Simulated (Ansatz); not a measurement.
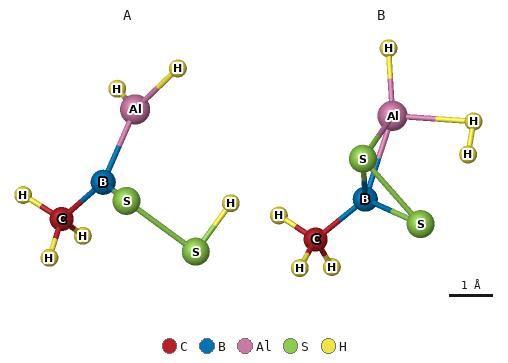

Two geometries of CH6AlBS2 (coarse preliminary run), drawn at one scale. One is the start of a relaxation, the other its converged end. The picture is a ball-and-stick view, seen at a tilt.

All numbers below come from Ansatz, RKS PBE-D4/def2-SVP. Settings: force threshold 0.03 eV/Å; at most 200 steps.

> Which geometry has the lower energy?

Structure B is the relaxed one. The start comes from a force field. An H atom moves most after the best rigid fit: 1.82 Å. By element the largest moves are H 1.82 Å, S 1.10 Å, B 0.58 Å, C 0.48 Å, Al 0.30 Å. Some distances before and after: H–H 3.571 → 0.839 Å, Al–H 3.701 → 2.144 Å, Al–S 4.092 → 3.014 Å, B–S 2.915 → 1.909 Å. New bonds form, among them: B–S (2.92 → 1.91 Å), H–H (3.57 → 0.84 Å). Bonds break, among them: H–S (1.40 → 2.09 Å). Among the angles between lasting bonds that change: Al–B–S 117.7° → 71.0°, B–S–S 93.3° → 53.6°, B–Al–H 121.9° → 158.5°. After 29 accepted moves (30 points after the start) the energy has fallen by 1.228 eV. The largest force component goes from 1.5 to 0.029 eV/Å. The line search rejected the trial step at point 21 of the run. Cost: 39 s on 4 threads of Arm Neoverse V2, with other jobs on the host.
